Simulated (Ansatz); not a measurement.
The calculation's input:

```
crystal:
  periodic: [false, false, false]
  atoms:
    - {symbol: F, position_ang: [-0.145541, -0.772264, -2.524813]}
    - {symbol: H, position_ang: [-0.378411, -0.162690, -1.868595]}
    - {symbol: Ge, position_ang: [0.117374, 0.174483, 0.894882]}
    - {symbol: H, position_ang: [-0.440787, -1.224648, 1.166858]}
    - {symbol: H, position_ang: [-0.173776, 1.112929, 2.069883]}
    - {symbol: H, position_ang: [-0.598687, 0.757579, -0.345938]}
    - {symbol: H, position_ang: [1.619728, 0.114611, 0.607824]}
basis:
  gaussian: {orbitals: "def2-TZVPPD.json"}
hamiltonian: {xc: pbe0, dispersion: d4}
output: {orbitals: {seedname: orbitals}}
```

Launched as:

```sh
ansatz run in.yaml --threads 2 --pin off --events-out ev --progress --plain --max-ram 5222MiB
```

Geometry: PBE0-D4/def2-TZVP.

Level of theory: Ansatz 0.2.0, RKS PBE0-D4/def2-TZVPPD.

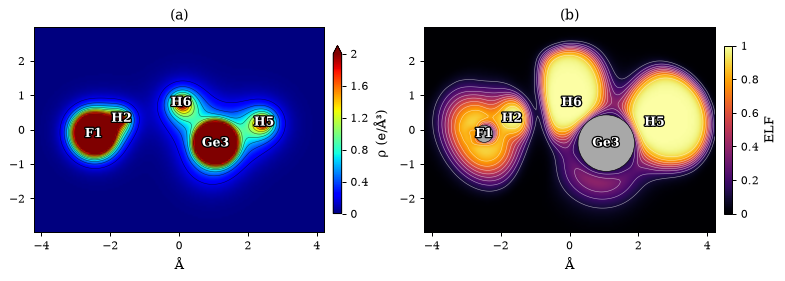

HF···GeH$_{4}$ (SMILES F.[GeH4]). (a) total electron density; (b) electron localisation function on the plane of atoms H5, Ge3 and H6. Grey discs cover the atomic cores in the ELF map.

**What do the fields say about this system?**

The section cuts through F, H and Ge sites. H2···H6 (1.79 Å): the density falls to about 0.11 e/Å³ on the way; the ELF dips to about 0.10 between them. F–H (0.93 Å): the density is about 4.7 e/Å³ at the midpoint; the ELF climbs to about 1 towards the hydrogen, as it does in any bond to H: an ordinary covalent bond to hydrogen. Ge–H (1.53 Å): ρ is about 1.1 e/Å³ halfway; the ELF climbs to about 1 towards the hydrogen. The ELF also peaks beside F1, away from the bonds: lone-pair regions.
